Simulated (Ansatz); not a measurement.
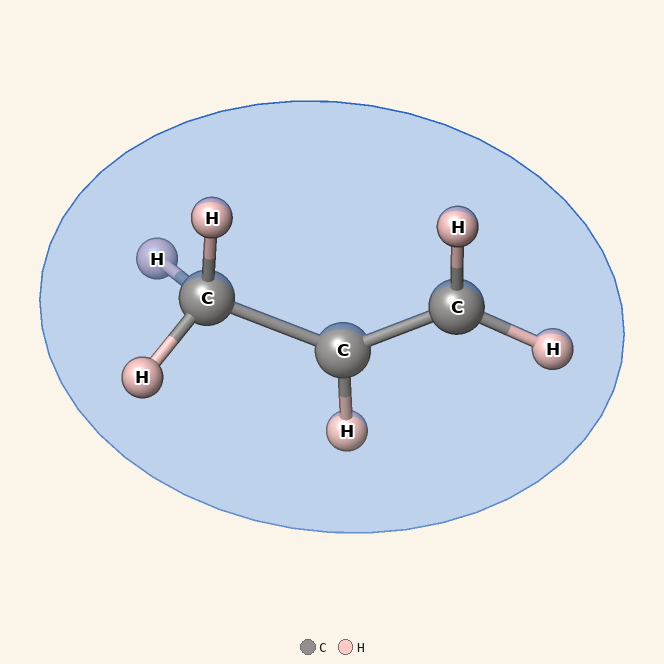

All proper rotation axes (lines) and mirror planes (discs) of the structure are drawn in. Depth is shown by fading: the farther an atom, the more it takes the colour of the background. The geometry was computed by an optimisation with PBE0-D4/def2-TZVP.

### Name the symmetry elements and the point group.

It has 1 mirror plane. Point group Cs. The group has 2 operations. The geometry is achiral, and symmetry allows a dipole moment.
